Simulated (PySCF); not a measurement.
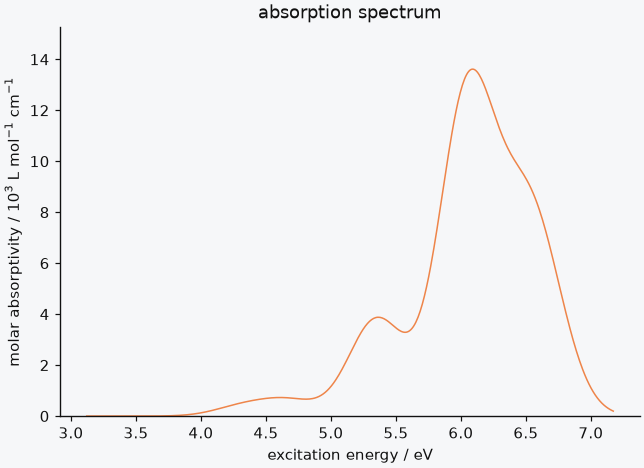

Computed absorption of C₂H₅PSe, SMILES [Se]=[PH]1CC1. Vertical TDDFT excitations, CAM-B3LYP/def2-SVPD with PySCF, at a PBE0-D3(BJ)/def2-SVP geometry (no frequency check), gas phase. The lowest 10 singlet states are shown; each is broadened by a Gaussian of 1/e half-width 0.30 eV.

### Which of the computed transitions is the brightest, and what character does the calculation give it?

S6 at 6.02 eV (206 nm), f = 0.159, mainly HOMO−1 → LUMO+2 (61 %).

### Where is the lowest singlet, and is it bright?

S1 lies at 4.32 eV (287 nm) with f = 0.007, mainly HOMO → LUMO (92 %); it is weak.

Known limits of this run: spin-orbit coupling is left out, and with Se it can shift these levels and split any degenerate set; core orbitals are frozen in the response.
